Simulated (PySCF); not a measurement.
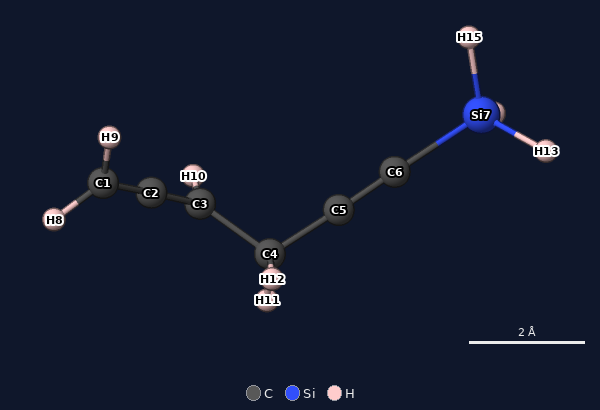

The structure as given in the input (ball-and-stick view, seen at a tilt; atoms are numbered from 1 in the order of the input). Bond lengths as drawn: C–C 1.21 to 1.51 Å, C–H 1.08 to 1.10 Å, C–Si 1.84 Å and H–Si 1.47 Å.

# NMR shielding calculation, with input and output: C$_{6}$H$_{8}$Si

- system: C$_{6}$H$_{8}$Si, SMILES C=C=CCC#C[SiH3]
- method: GIAO PBE0/pcSseg-1 NMR shielding, non-relativistic, gas phase (PySCF 2.14.0)

The geometry comes from this level: GFN2-xTB. It belongs to a series of runs on one base structure; here: C replaced by Si. Figures and captions count atoms from 1; the log counts them from 0 in places.

### What the program printed
```
coarse grid: 13104 points
cycle   1  E = -522.2741936390  dE =  7.969e-01  |g| = 4.103e-01  |ddm| = 3.864e+00
cycle   2  E = -522.2712999844  dE =  2.894e-03  |g| = 4.243e-01  |ddm| = 9.724e-01
cycle   3  E = -522.3143835668  dE = -4.308e-02  |g| = 1.490e-01  |ddm| = 5.154e-01
cycle   4  E = -522.3196850188  dE = -5.301e-03  |g| = 3.795e-02  |ddm| = 1.315e-01
cycle   5  E = -522.3200548847  dE = -3.699e-04  |g| = 7.730e-03  |ddm| = 4.722e-02
cycle   6  E = -522.3200697598  dE = -1.488e-05  |g| = 1.984e-03  |ddm| = 1.061e-02
cycle   7  E = -522.3200706550  dE = -8.952e-07  |g| = 4.892e-04  |ddm| = 1.875e-03
final grid: 122152 points
cycle   8  E = -522.3639269580  dE = -2.457e-05  |g| = 5.626e-03  |ddm| = 4.124e-02
cycle   9  E = -522.3639270314  dE = -7.337e-08  |g| = 5.658e-03  |ddm| = 1.236e-02
cycle  10  E = -522.3639349721  dE = -7.941e-06  |g| = 1.586e-03  |ddm| = 6.111e-03
cycle  11  E = -522.3639356022  dE = -6.300e-07  |g| = 2.172e-04  |ddm| = 1.267e-03
cycle  12  E = -522.3639356107  dE = -8.520e-09  |g| = 1.042e-04  |ddm| = 2.138e-04
cycle  13  E = -522.3639356132  dE = -2.551e-09  |g| = 2.276e-05  |ddm| = 9.588e-05
cycle  14  E = -522.3639356134  dE = -1.236e-10  |g| = 4.913e-06  |ddm| = 2.673e-05
```

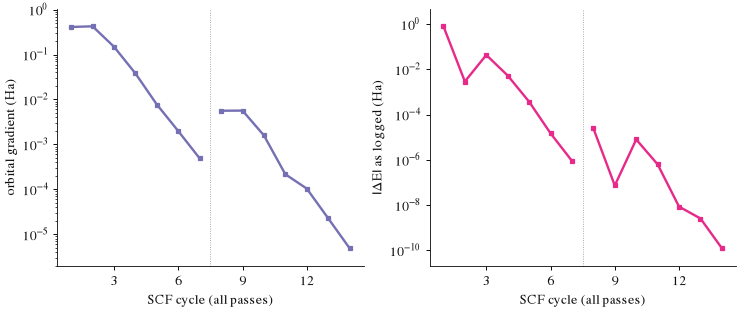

Convergence of the self-consistent field: orbital gradient and size of the energy change against the SCF cycle. The dotted line marks the change from a coarse to the final integration grid. The first 7 cycles use a coarse grid, the final grid takes over at cycle 8, and the field converges after 14 cycles in all.

```
converged SCF energy = -522.3639356134

GIAO shielding tensors (ppm)
atom      isotropic    diamagn.    paramagn.     s11        s22        s33       span
  0 C      107.202     260.521    -153.320     20.602    129.819    171.184    150.581
  1 C      -34.571     263.706    -298.277    -67.198    -43.614      7.100     74.298
  2 C       94.345     260.644    -166.299      9.617    116.821    156.597    146.980
  3 C      161.510     248.277     -86.768    150.093    161.030    173.407     23.313
  4 C       70.283     273.533    -203.250    -31.119    -27.119    269.086    300.205
  5 C      106.658     258.311    -151.653     27.529     32.201    260.244    232.714
  6 Si     448.680     882.642    -433.962    441.157    441.994    462.888     21.731
  7 H       26.720      26.638       0.082     24.713     25.244     30.204      5.490
  8 H       26.697      32.246      -5.550     24.639     25.405     30.047      5.408
  9 H       26.335      30.812      -4.477     23.770     26.624     28.612      4.842
 10 H       28.449      28.221       0.227     23.453     27.851     34.041     10.588
 11 H       28.694      30.769      -2.074     24.395     28.116     33.572      9.177
 12 H       27.493      29.060      -1.566     23.986     25.861     32.633      8.646
 13 H       27.485      28.923      -1.438     23.987     25.928     32.540      8.553
 14 H       27.479      30.123      -2.644     23.950     26.090     32.398      8.448
```

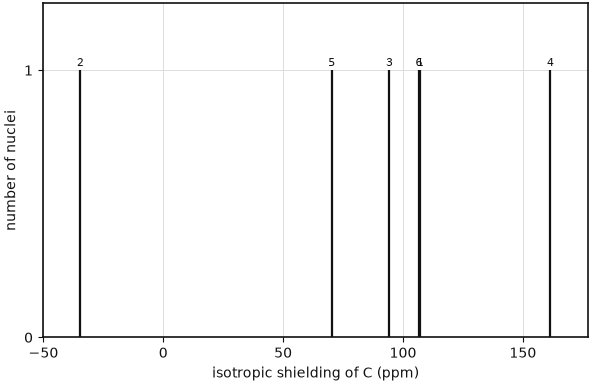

Isotropic shieldings of the carbon nuclei in this fixed geometry, labelled by atom number; shielding grows to the right, so chemical shift grows to the left. The least shielded is C2 (−34.6 ppm), the most shielded C4 (161.5 ppm).

The run was set up as follows.

### The input
```
{"job": {"kind": "nmr", "xc": "PBE0", "basis": "pcSseg-1"}, "charge": 0, "multiplicity": 1}
C     -3.592706    -0.105426     0.454291
C     -2.517258    -0.137278    -0.265231
C     -1.436785    -0.196576    -0.978142
C     -0.311308    -1.167335    -0.708097
C      0.921927    -0.447594    -0.451812
C      1.931523     0.181622    -0.257394
Si     3.490719     1.117692     0.041424
H     -4.460976    -0.697423     0.210490
H     -3.672491     0.525449     1.325374
H     -1.285794     0.479293    -1.809666
H     -0.167931    -1.812284    -1.582987
H     -0.556047    -1.795759     0.152616
H      4.386370     0.288261     0.852976
H      4.105622     1.414925    -1.256029
H      3.160720     2.360420     0.744619
```

The first line tells a small driver script what to run in PySCF; the rest is the geometry in Å.

Command:
```bash
OMP_NUM_THREADS=1 python <driver script> task.json out
```

### Key numbers

- outcome: converged
- total energy: −522.363936 hartree
- HOMO: −7.48 eV
- LUMO: −0.09 eV
- dipole moment: 0.99 D
- isotropic shielding, C: −34.6 to 161.5 ppm
- isotropic shielding, Si: 448.7 ppm
- isotropic shielding, H: 26.3 to 28.7 ppm
- hardware: 1 CPU thread, shared host
- wall time: 44 s
- peak memory: 0.74 GiB
